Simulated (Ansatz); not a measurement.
**A defect in a wire: Ta wire along [110], 5 atoms a period, vacancy of one Ta**

What does the defect do to the conductance?

Program: Ansatz 0.2.0. Level of theory: DFT PBE, plane waves, PAW; relaxation of a wire's period, in the first sound run; inputs show where later runs differ. Results are calculated unless marked as measured.

## Step 1: The structure

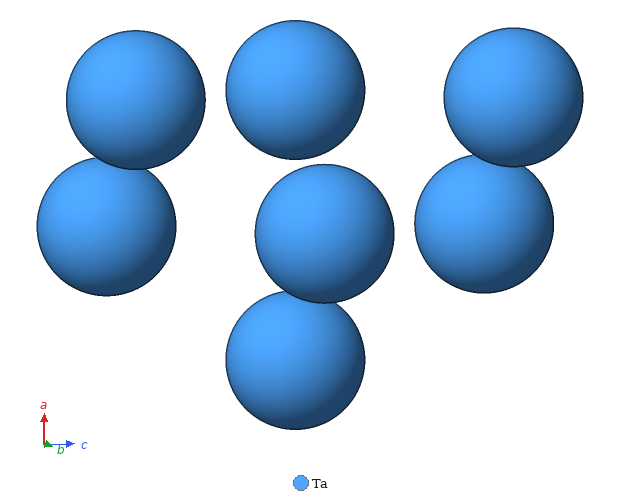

The starting structure, seen from the side, with the c axis across the page (tantalum blue). Some periodic images of atoms are drawn too.

The cell holds 5 atoms: 5 Ta. Its edges and angles: a = 10.120 Å, b = 9.148 Å, c = 4.695 Å, α = 90.0°, β = 90.0°, γ = 90.0°. Vacuum lies along a and b. The structure's axis is c.

## Step 2: Relaxing the period

Band widths follow the bond lengths, so the wire is relaxed first. The atoms and the third cell vector are free; the box across stays fixed as vacuum. A Fermi-Dirac smearing is set since the result may be a metal. The pressure printed is a third of the stress's trace over the whole box, vacuum included; only the stress along the axis is relaxed.

input.yaml reads:

```yaml
crystal:
  lattice:
    - [10.12, 0.0, 0.0]
    - [0.0, 9.148, 0.0]
    - [0.0, 0.0, 4.6951890271]
  atoms:
    - { symbol: Ta, position: [0.5, 0.371665938, 0.0] }
    - { symbol: Ta, position: [0.335968379, 0.371665938, 0.5] }
    - { symbol: Ta, position: [0.5, 0.628289737, 0.5] }
    - { symbol: Ta, position: [0.664031621, 0.371665938, 0.5] }
    - { symbol: Ta, position: [0.664031621, 0.628289737, 0.0] }
kpoints:
  mp_grid: { grid: [1, 1, 18] }
scf:
  occupations: { method: fermi_dirac, width: 0.05 }
hamiltonian:
  xc: pbe
relax:
  cell: { fix: [a, b, alpha, beta, gamma] }
  max_steps: 60
```

Started as:

```sh
$ ansatz run input.yaml --threads 4 --pin off --max-ram 16384MiB --backend cpu --events-out ev --progress --plain --runs-dir out
```

Numbers of over 12 decimals in the logs are rounded to 6 here.

The program printed:

```text
Engine: ansatz 0.2.0, aarch64-unknown-linux-gnu
Pseudopotentials: kind: paw
Pseudopotential: Ta, paw, valence charge 13, recommended cutoff 420 eV (normal), Ta.paw.azcp
Functional definition: PBE
  parameter kappa = 0.804
  parameter beta = 0.066725
  exchange = pbe_x(kappa = kappa, mu = beta*pi^2/3)
  correlation = pbe_c(beta = beta)
Crystal: 5 atoms, lattice volume = 434.670 Å³
Basis set: ecut = 420 eV, 8457 PW (Γ), exchange–correlation on 144×128×64 points (8 copies of the dense FFT grid, shifted against one another)
Bands: 39, of which v1, the nominal top of the filled ones, is band 33 counted from 1 (32 counted from 0)
Symmetry: 2 space group operations
Space group: Pm (ITA 6), of the structure as read, at distance tolerance 7.6e-5 Å
k-points: 10 of 18
Non-local potential: Ta, projectors of the file, l = 0: 3, l = 1: 2, l = 2: 2, l = 3: 1
PAW form: soft (Blöchl's): semilocal exchange-correlation on the pseudo side does not see the compensation charge
PAW one-centre angular grid: Ta, 590 points (default); XC on 64 Gauss nodes
Initial density: superposition of atomic densities (neutral atoms: chi_scale 0, normalization atom), corrected by the library's trained network
Initial wavefunctions: pseudopotential atomic-orbital guess
Functional: x = pbe(κ = 0.804, μ = 0.219515), c = pbe(β = 0.066725)
SCF iter   1: F=—  HF=-49645.802184 eV  |F-HF|=—  |Δ(HF+E_count)|=         —  Δρ=8.58e-3  dr2=1.49e0  ethr=1.77e-3  ⟨swp⟩=8.6  Hψ=1690  notcnv=0
preconditioner: auto → LDOS  [metal: Δε(μ)=0.066 eV  Ē_g=2.203 eV  σ=0.050 eV  W_gap=0.30  n_scr=64 (ndim 8)  ℏωp=8.9 eV  f_vac=0.513  D(μ)=6.06/eV (n_scr^D=30)  β→1.0]
SCF iter   2: F=—  HF=-49645.761310 eV  |F-HF|=—  |Δ(HF+E_count)|=   4.09e-2  Δρ=8.14e-3  dr2=1.46e0  ethr=1.77e-3  ⟨swp⟩=3.8  Hψ=698  notcnv=0
SCF iter   3: F=—  HF=-49645.681640 eV  |F-HF|=—  |Δ(HF+E_count)|=   7.97e-2  Δρ=1.44e-3  dr2=3.89e-2  ethr=1.77e-3  ⟨swp⟩=3.1  Hψ=588  notcnv=0
SCF iter   4: F=—  HF=-49645.680514 eV  |F-HF|=—  |Δ(HF+E_count)|=   1.13e-3  Δρ=5.40e-4  dr2=5.36e-3  ethr=5.98e-5  ⟨swp⟩=2.0  Hψ=572  notcnv=0
SCF iter   5: F=—  HF=-49645.680389 eV  |F-HF|=—  |Δ(HF+E_count)|=   1.25e-4  Δρ=2.68e-4  dr2=1.02e-3  ethr=8.25e-6  ⟨swp⟩=2.0  Hψ=518  notcnv=0
SCF iter   6: F=—  HF=-49645.680390 eV  |F-HF|=—  |Δ(HF+E_count)|=   1.21e-6  Δρ=1.03e-4  dr2=1.65e-4  ethr=1.58e-6  ⟨swp⟩=2.0  Hψ=499  notcnv=0
SCF iter   7: F=—  HF=-49645.680402 eV  |F-HF|=—  |Δ(HF+E_count)|=   1.18e-5  Δρ=4.53e-5  dr2=3.12e-5  ethr=2.55e-7  ⟨swp⟩=2.0  Hψ=466  notcnv=0
SCF iter   8: F=—  HF=-49645.680712 eV  |F-HF|=—  |Δ(HF+E_count)|=   3.10e-4  Δρ=1.59e-5  dr2=4.24e-6  ethr=4.80e-8  ⟨swp⟩=2.0  Hψ=517  notcnv=0
SCF iter   9: F=—  HF=-49645.680712 eV  |F-HF|=—  |Δ(HF+E_count)|=   6.50e-7  Δρ=4.72e-6  dr2=2.30e-7  ethr=6.53e-9  ⟨swp⟩=2.1  Hψ=528  notcnv=0
SCF iter  10: F=-49645.680712 eV  HF=-49645.680712 eV  |F-HF|=2.76e-8  |Δ(HF+E_count)|=   1.22e-7  Δρ=2.16e-6  dr2=6.35e-8  ethr=1.54e-10  ⟨swp⟩=6.1  Hψ=1497  notcnv=0
SCF 1 converged in 10 iterations: F = -49645.680712 eV  dr2 = 6.35e-8
  greatest PAW one-centre occupation: 0.999 electrons in one spin orbital (limit 2), on the Ta atom at site 0 (counted from 0), in its partial waves of l = 0
relax step   1: F+E_penalty+E_count = -49645.68071225 eV  Δ(F+E_penalty+E_count) = +0.000e0 eV  max|allowed force component| = 3.704e0 eV/Å  Δτ_max = 0.0000 Å  P = -5.853 GPa  Ω = 434.670 Å³  fix = [a, b, alpha, beta, gamma]  reactions: a -5.063, b -4.954 GPa; gamma +0.875 GPa/rad  (10 SCF iters, dr2 threshold 1.00e-7 eV, accepted)
Crystal: 5 atoms, lattice volume = 426.437 Å³
Basis set: ecut = 420 eV, 8349 PW (Γ), exchange–correlation on 144×128×64 points (8 copies of the dense FFT grid, shifted against one another)
Initial density: handed on by an earlier stage of this run
Initial wavefunctions: those handed on with the density
SCF iter   1: F=—  HF=-49648.475003 eV  |F-HF|=—  |Δ(HF+E_count)|=         —  Δρ=1.52e-2  dr2=2.93e0  ethr=3.10e-3  ⟨swp⟩=12.2  Hψ=1908  notcnv=0
preconditioner: auto → LDOS  [metal: Δε(μ)=0.102 eV  Ē_g=2.739 eV  σ=0.050 eV  W_gap=0.43  n_scr=64 (ndim 8)  ℏωp=9.0 eV  f_vac=0.559  D(μ)=5.59/eV (n_scr^D=30)  β→1.0]
SCF iter   2: F=—  HF=-49648.589593 eV  |F-HF|=—  |Δ(HF+E_count)|=   1.15e-1  Δρ=1.51e-2  dr2=4.40e0  ethr=3.10e-3  ⟨swp⟩=4.5  Hψ=1045  notcnv=0
SCF iter   3: F=—  HF=-49648.021578 eV  |F-HF|=—  |Δ(HF+E_count)|=   5.68e-1  Δρ=2.27e-3  dr2=3.98e-2  ethr=3.10e-3  ⟨swp⟩=3.0  Hψ=650  notcnv=0
SCF iter   4: F=—  HF=-49648.028056 eV  |F-HF|=—  |Δ(HF+E_count)|=   6.48e-3  Δρ=8.64e-4  dr2=7.34e-3  ethr=6.12e-5  ⟨swp⟩=2.6  Hψ=754  notcnv=0
SCF iter   5: F=—  HF=-49648.027942 eV  |F-HF|=—  |Δ(HF+E_count)|=   1.15e-4  Δρ=3.62e-4  dr2=2.10e-3  ethr=1.13e-5  ⟨swp⟩=2.7  Hψ=693  notcnv=0
SCF iter   6: F=—  HF=-49648.028016 eV  |F-HF|=—  |Δ(HF+E_count)|=   7.45e-5  Δρ=1.74e-4  dr2=3.36e-4  ethr=3.23e-6  ⟨swp⟩=2.0  Hψ=500  notcnv=0
SCF iter   7: F=—  HF=-49648.028309 eV  |F-HF|=—  |Δ(HF+E_count)|=   2.93e-4  Δρ=6.27e-5  dr2=4.36e-5  ethr=5.18e-7  ⟨swp⟩=2.0  Hψ=511  notcnv=0
SCF iter   8: F=—  HF=-49648.028316 eV  |F-HF|=—  |Δ(HF+E_count)|=   6.57e-6  Δρ=2.48e-5  dr2=4.75e-6  ethr=6.71e-8  ⟨swp⟩=2.0  Hψ=505  notcnv=0
SCF iter   9: F=—  HF=-49648.028317 eV  |F-HF|=—  |Δ(HF+E_count)|=   1.19e-6  Δρ=9.89e-6  dr2=7.89e-7  ethr=7.31e-9  ⟨swp⟩=2.0  Hψ=534  notcnv=0
SCF iter  10: F=-49648.028317 eV  HF=-49648.028317 eV  |F-HF|=5.40e-8  |Δ(HF+E_count)|=   1.79e-7  Δρ=3.85e-6  dr2=1.26e-7  ethr=7.69e-10  ⟨swp⟩=5.9  Hψ=1492  notcnv=0
SCF 2 converged in 10 iterations: F = -49648.028317 eV  dr2 = 1.26e-7
  greatest PAW one-centre occupation: 1.000 electrons in one spin orbital (limit 2), on the Ta atom at site 2 (counted from 0), in its partial waves of l = 0
relax step   2: F+E_penalty+E_count = -49648.02831733 eV  Δ(F+E_penalty+E_count) = -2.348e0 eV  max|allowed force component| = 2.293e0 eV/Å  Δτ_max = 0.1992 Å  P = -2.173 GPa  Ω = 426.437 Å³  energy of the carried Pulay correction = +4.862e-4 eV  fix = [a, b, alpha, beta, gamma]  reactions: a -1.825, b -1.576 GPa; gamma +0.689 GPa/rad  (10 SCF iters, dr2 threshold 5.00e-7 eV, accepted)
Crystal: 5 atoms, lattice volume = 422.536 Å³
Basis set: ecut = 420 eV, 8257 PW (Γ), exchange–correlation on 144×128×64 points (8 copies of the dense FFT grid, shifted against one another)
iter 1 solved again at ethr=1.30e-3 eV; its pass at ethr=3.10e-3 eV (dr2=8.43e-1 eV) is discarded
SCF iter   1: F=—  HF=-49648.798198 eV  |F-HF|=—  |Δ(HF+E_count)|=         —  Δρ=1.18e-2  dr2=8.82e-1  ethr=1.30e-3  ⟨swp⟩=1.0  Hψ=2382  notcnv=0
[...]
relax step  19: F+E_penalty+E_count = -49648.86625128 eV  Δ(F+E_penalty+E_count) = -9.944e-3 eV  max|allowed force component| = 2.081e-1 eV/Å  Δτ_max = 0.2000 Å  P = -0.157 GPa  Ω = 410.517 Å³  energy of the carried Pulay correction = +1.453e-3 eV  fix = [a, b, alpha, beta, gamma]  reactions: a +0.083, b -0.436 GPa; gamma -0.011 GPa/rad  (9 SCF iters, dr2 threshold 5.00e-7 eV, accepted)
relax step  20: F+E_penalty+E_count = -49648.87739167 eV  Δ(F+E_penalty+E_count) = -1.114e-2 eV  max|allowed force component| = 9.657e-2 eV/Å  Δτ_max = 0.1769 Å  P = -0.058 GPa  Ω = 407.566 Å³  energy of the carried Pulay correction = +1.637e-3 eV  fix = [a, b, alpha, beta, gamma]  reactions: a +0.015, b -0.213 GPa; gamma -0.016 GPa/rad  (9 SCF iters, dr2 threshold 5.00e-7 eV, accepted)
relax step  21: F+E_penalty+E_count = -49648.87848585 eV  Δ(F+E_penalty+E_count) = -1.094e-3 eV  max|allowed force component| = 3.300e-2 eV/Å  Δτ_max = 0.0350 Å  P = -0.110 GPa  Ω = 407.949 Å³  energy of the carried Pulay correction = +1.613e-3 eV  fix = [a, b, alpha, beta, gamma]  reactions: a -0.056, b -0.262 GPa; gamma -0.020 GPa/rad  (7 SCF iters, dr2 threshold 5.00e-7 eV, accepted)
relax step  22: F+E_penalty+E_count = -49648.87857003 eV  Δ(F+E_penalty+E_count) = -8.418e-5 eV  max|allowed force component| = 1.474e-2 eV/Å  Δτ_max = 0.0069 Å  P = -0.103 GPa  Ω = 407.730 Å³  energy of the carried Pulay correction = +1.627e-3 eV  fix = [a, b, alpha, beta, gamma]  reactions: a -0.055, b -0.254 GPa; gamma -0.015 GPa/rad  (6 SCF iters, dr2 threshold 6.80e-8 eV, accepted)
relax step  23: F+E_penalty+E_count = -49648.87848809 eV  Δ(F+E_penalty+E_count) = +8.194e-5 eV  max|allowed force component| = 3.722e-2 eV/Å  Δτ_max = 0.0110 Å  P = -0.155 GPa  Ω = 407.723 Å³  energy of the carried Pulay correction = +1.627e-3 eV  fix = [a, b, alpha, beta, gamma]  (8 SCF iters, dr2 threshold 1.36e-8 eV, rejected (line search))
relax step  24: F+E_penalty+E_count = -49648.87856860 eV  Δ(F+E_penalty+E_count) = +1.433e-6 eV  max|allowed force component| = 3.109e-2 eV/Å  Δτ_max = 0.0025 Å  P = -0.101 GPa  Ω = 407.450 Å³  energy of the carried Pulay correction = +1.644e-3 eV  fix = [a, b, alpha, beta, gamma]  (11 SCF iters, rejected (line search))
relax step  25: F+E_penalty+E_count = -49648.87860135 eV  Δ(F+E_penalty+E_count) = -3.133e-5 eV  max|allowed force component| = 7.594e-3 eV/Å  Δτ_max = 0.0013 Å  P = -0.106 GPa  Ω = 407.636 Å³  energy of the carried Pulay correction = +1.632e-3 eV  fix = [a, b, alpha, beta, gamma]  reactions: a -0.065, b -0.256 GPa; gamma -0.018 GPa/rad  (10 SCF iters, accepted)
Basis set: ecut = 420 eV, 7965 PW (Γ), exchange–correlation on 144×128×60 points (8 copies of the dense FFT grid, shifted against one another)
Initial wavefunctions: pseudopotential atomic-orbital guess (no wavefunctions were taken with the density)
iter 1 solved again at ethr=5.36e-6 eV; its pass at ethr=3.10e-3 eV (dr2=3.48e-3 eV) is discarded
SCF iter   1: F=—  HF=-49648.877259 eV  |F-HF|=—  |Δ(HF+E_count)|=         —  Δρ=4.56e-5  dr2=1.00e-6  ethr=5.36e-6  ⟨swp⟩=3.9  Hψ=2745  notcnv=0
eigensolver tolerance schedule: the retry pair's looser diagonalisation over-reported the residual by 3479.31 of it (diagonalisation noise at an unbounded share of the residual, at the tolerance the schedule requests for it); recorded, not acted on — ethr = c·dr2/N_el stays at c = 1.0e-1
preconditioner: auto → LDOS  [metal: Δε(μ)=0.037 eV  Ē_g=2.839 eV  σ=0.050 eV  W_gap=0.18  n_scr=56 (ndim 8)  ℏωp=9.2 eV  f_vac=0.561  D(μ)=4.75/eV (n_scr^D=18)  β→1.0]
SCF iter   2: F=—  HF=-49648.877450 eV  |F-HF|=—  |Δ(HF+E_count)|=   1.91e-4  Δρ=7.79e-6  dr2=3.85e-7  ethr=1.54e-9  ⟨swp⟩=3.9  Hψ=1047  notcnv=0
SCF iter   3: F=—  HF=-49648.877450 eV  |F-HF|=—  |Δ(HF+E_count)|=   4.62e-8  Δρ=3.71e-6  dr2=2.09e-7  ethr=5.93e-10  ⟨swp⟩=2.0  Hψ=669  notcnv=0
SCF iter   4: F=—  HF=-49648.877450 eV  |F-HF|=—  |Δ(HF+E_count)|=   3.36e-8  Δρ=1.41e-6  dr2=1.96e-8  ethr=3.21e-10  ⟨swp⟩=2.0  Hψ=504  notcnv=0
SCF iter   5: F=—  HF=-49648.877450 eV  |F-HF|=—  |Δ(HF+E_count)|=   4.37e-9  Δρ=3.90e-7  dr2=2.22e-9  ethr=3.02e-11  ⟨swp⟩=2.6  Hψ=645  notcnv=0
SCF iter   6: F=—  HF=-49648.877450 eV  |F-HF|=—  |Δ(HF+E_count)|=  2.26e-10  Δρ=1.56e-7  dr2=3.67e-10  ethr=3.42e-12  ⟨swp⟩=2.3  Hψ=585  notcnv=0
SCF iter   7: F=-49648.877450 eV  HF=-49648.877450 eV  |F-HF|=1.46e-11  |Δ(HF+E_count)|=  3.64e-11  Δρ=6.01e-8  dr2=4.43e-11  ethr=1.00e-12  ⟨swp⟩=4.4  Hψ=1636  notcnv=0
SCF 26 converged in 7 iterations: F = -49648.877450 eV  dr2 = 4.43e-11
relax step  26: F+E_penalty+E_count = -49648.87744980 eV  Δ(F+E_penalty+E_count) = +1.152e-3 eV  max|allowed force component| = 7.655e-3 eV/Å  Δτ_max = 0.0000 Å  P = -0.109 GPa  Ω = 407.636 Å³  fix = [a, b, alpha, beta, gamma]  reactions: a -0.065, b -0.257 GPa; gamma -0.018 GPa/rad  stress off target by 4.04e-3 GPa on what of the cell is left free  SCF on the basis re-selected at this cell (its energy is not comparable with the rows above)  (7 SCF iters)
basis re-selected at this cell: Δ(F+E_penalty+E_count) = +1.152e-3 eV, ΔP = -0.002 GPa vs the last step (what re-selecting the basis moved, of the pressure what is left beyond the Pulay correction that the steps carried, after the strain that the cell walked since its last selection, with what the two solves' SCF thresholds leave and, on support functions, any second-order correction that the steps lacked; it is no measure of the basis error at this ecutwfc). The dense FFT grid was sized anew with the basis: this SCF ran on 72×64×30 points, the steps before it on 72×64×32, so part of this shift can come from that change (see relax.cell in the input reference). [rest of the remark cut]
SCF converged after 7 iterations
Free energy (F): -49648.877450 eV
Harris-Foulkes:  -49648.877450 eV  (|F-HF|=1.46e-11)
Internal energy: -49648.837250 eV  (E = F + TS)
E sigma→0 (E₀):  -49648.857350 eV
Entropy (-TS):   -0.040200 eV (-8.040 meV/atom)
Fermi energy:    1.697560 eV
--- Per-component energies (eV) ---
  E_band       = -1636.609981
  E_kinetic    = 1820.669546
  E_local      = -16152.096744  (includes V_loc(G=0)·N_el)
  E_nonlocal   = 84.081269
  E_hartree    = 7089.796543
  E_xc         = -1080.879234
  E_vxc        = -1004.822131  (∫ρ·V_xc dr)
  E_paw        = -41983.727073  (= ΣΔE_a)
  E_vpaw       = -564.036029  (= ΣTr[D̂ρ^β])
  E_aug_tail   = 0.000750  (compensation charges beyond the density's cutoff)
  E_ewald      = 573.317693
  E_smearing   = -0.040200  (= −TS)
  E_closure    = -0.000000  (closes the sum)
  Σ components = -49648.877450   (vs F -49648.877450, Δ=0.00e0)
--- Forces (eV/Å), atoms counted from 1 ---
  atom   1  Ta    -0.00765350     0.00014680    -0.00000000
  atom   2  Ta    -0.00280926     0.00193601    -0.00000000
  atom   3  Ta     0.00024384    -0.00446379     0.00000000
  atom   4  Ta     0.00627492     0.00396878     0.00000000
  atom   5  Ta     0.00394950    -0.00159673     0.00000000
  max |Σ_I F_I| component: 8.92e-6 eV/Å
--- Stress (GPa, compression-positive) ---
       -0.065170       0.018162      -0.000000
        0.018162      -0.256518       0.000000
       -0.000000       0.000000      -0.004037
  P = ⅓ Tr σ = -0.1086 GPa (-1.086 kbar)
--- Relaxed structure (25 steps of the walk, 20 accepted, 1 SCFs on fresh bases) ---
  F+E_penalty+E_count = -49648.87744980 eV   max|allowed force component| = 7.655e-3 eV/Å   (the final SCF, on the basis selected at the relaxed cell)
  cell:  # Å, volume = 407.6356 Å³
    - [10.12, 0, 0]
    - [0, 9.148, 0]
    - [0, 0, 4.403170]
  atoms:
    - { symbol: Ta, position: [0.453421, 0.445709, 1.1146155555724425e-17] }
    - { symbol: Ta, position: [0.346757, 0.514947, 0.500000] }
    - { symbol: Ta, position: [0.589426, 0.613744, 0.500000] }
    - { symbol: Ta, position: [0.569813, 0.331086, 0.500000] }
    - { symbol: Ta, position: [0.704614, 0.466092, -9.711197640715485e-18] }
```

The job ended after 1.8 min (4 threads of Arm Neoverse V1, shared host; peak memory 0.72 GiB; 7.1 min of CPU time).

Step by step (22 of 26):

```csv
step,energy less that of the first step (eV),largest force component (eV/Å),pressure (GPa),volume (Å³)
1,0.0000,3.7037,-5.85,434.67
2,-2.3476,2.2929,-2.17,426.44
3,-2.9872,0.7360,0.30,422.54
5,-3.0435,0.3934,-0.17,414.07
6,-3.0465,0.4324,-0.06,405.21
7,-3.0698,0.0954,0.10,407.31
8,-3.0693,0.1159,0.11,410.41
9,-3.0716,0.0659,0.06,407.90
11,-3.0835,0.2548,-0.24,409.53
12,-3.0903,0.4644,-0.52,408.19
13,-3.1110,0.1953,-0.15,405.26
14,-3.1240,0.4243,0.09,405.00
15,-3.1225,0.8062,-0.92,405.30
16,-3.1463,0.2413,0.04,405.30
18,-3.1756,0.2398,-0.28,406.98
19,-3.1855,0.2081,-0.16,410.52
20,-3.1967,0.0966,-0.06,407.57
21,-3.1978,0.0330,-0.11,407.95
22,-3.1979,0.0147,-0.10,407.73
24,-3.1979,0.0311,-0.10,407.45
25,-3.1979,0.0076,-0.11,407.64
26*,-3.1967,0.0077,-0.11,407.64
```

Relaxation steps marked * repeat the geometry before them on a plane-wave basis chosen anew for their cell, so energy and pressure can jump there. Other such steps can lie between the rows shown. Relaxation steps 4, 8, 15, 23, 24 were tried and not accepted.

The run keeps the 2 symmetry operations that it works with, so distortions that break them were not tested.

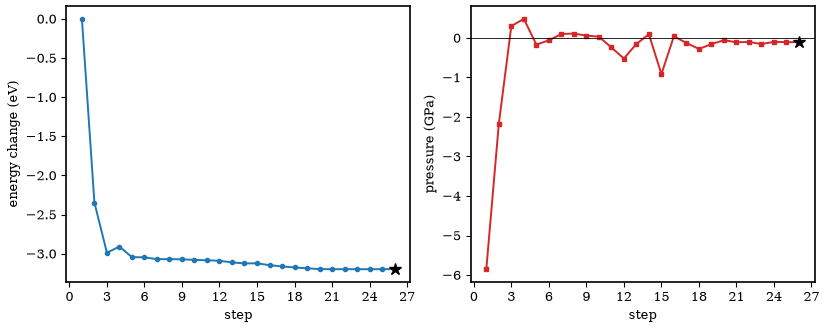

Energy and pressure along the relaxation. Stars mark steps on a basis chosen anew.

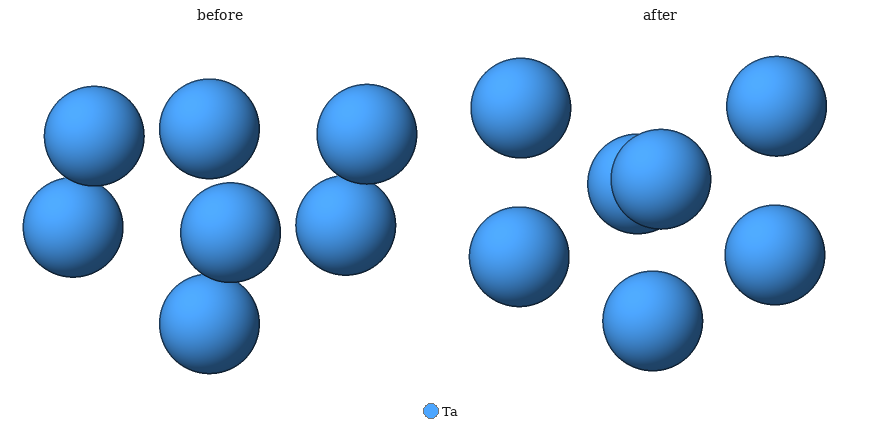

The structure before and after the relaxation, drawn at the same scale.

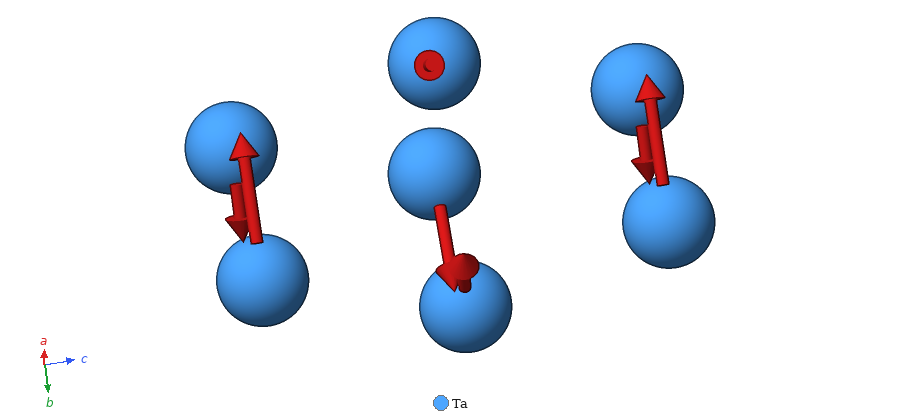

Displacements in the relaxation, scaled, measured against the changing cell; the longest in the cell stands for 1.54 Å. Some periodic images of atoms are drawn too.

```csv
cell as run,before,after,change
c (Å),4.695,4.403,-6.2 %
```

The atoms that moved most (Å, along periodic axes as changes of fractional coordinates times the final cell, across vacuum about the mean position):

```csv
atom,dx,dy,dz,length
Ta5,0.411,-1.484,0.000,1.540
Ta2,0.109,1.311,0.000,1.315
Ta4,-0.953,-0.371,0.000,1.023
Ta3,0.905,-0.133,0.000,0.915
Ta1,-0.471,0.677,0.000,0.825
```

The relaxed structure:

```xyz
5
Lattice="10.1200 0.0000 0.0000 0.0000 9.1480 0.0000 0.0000 0.0000 4.4032" Properties=species:S:1:pos:R:3
Ta    4.5886    4.0773    0.0000
Ta    3.5092    4.7107    2.2016
Ta    5.9650    5.6145    2.2016
Ta    5.7665    3.0288    2.2016
Ta    7.1307    4.2638    0.0000
```

This step gave:

```
energy at zero smearing    : -49648.8573 eV
cell length along the wire : 4.403 Å
```

The cell's length comes to 4.403 Å with spin left out.

[end of part 1 of 4]

[Logs are printed without paths, hosts, clocks, repeated set-up lines and the standing remarks that a program may print on its own settings, such as how far it seeks lower states.]

[Hosts, paths, dates, database ids (printed as entryN), source tags and the programs' standing remarks are cut or masked in the printed files.]
